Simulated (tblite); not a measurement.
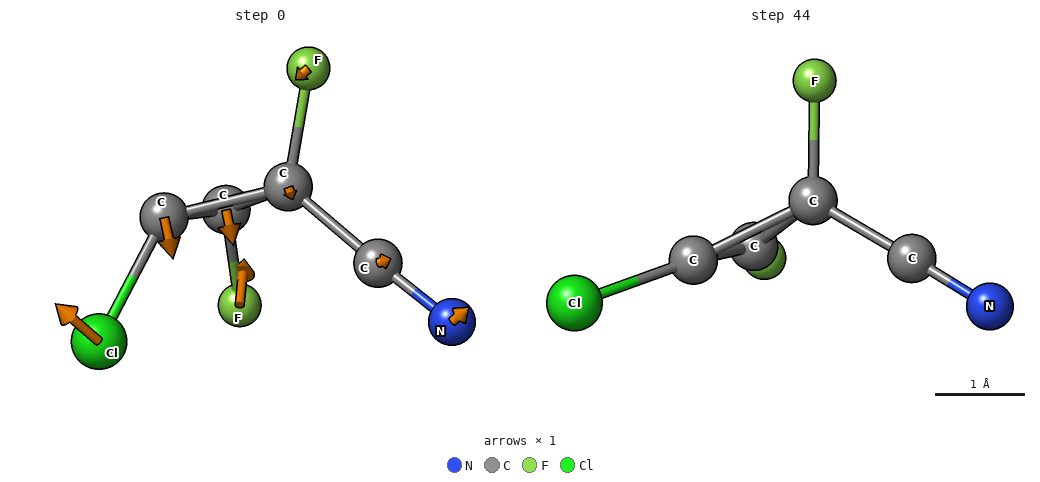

The structure of C4NClF2 before (left) and after (right) a relaxation, at one scale. The orange arrows give the displacements, at their true length.

The picture is a ball-and-stick view, seen at a tilt.

All numbers below come from GFN2-xTB geometry optimisation, gas phase (tblite). 

What changed between the two?

The atom that moves furthest after the best rigid fit is the Cl atom (0.74 Å). By element the largest moves are Cl 0.74 Å, F 0.72 Å, C 0.50 Å, N 0.28 Å. Among the contacts that change: C–C 1.455 → 1.522 Å, C–F 1.354 → 1.308 Å, C–C 1.462 → 1.495 Å, C–N 1.163 → 1.143 Å. Among the angles between lasting bonds that change: F–C–C 120.3° → 150.6°, C–C–Cl 124.1° → 152.6°, C–C–F 126.0° → 144.0°. The energy falls by 42.6 kcal/mol in 44 geometry steps. The run took 0.23 s on 1 thread of Arm Neoverse V1 (shared host).
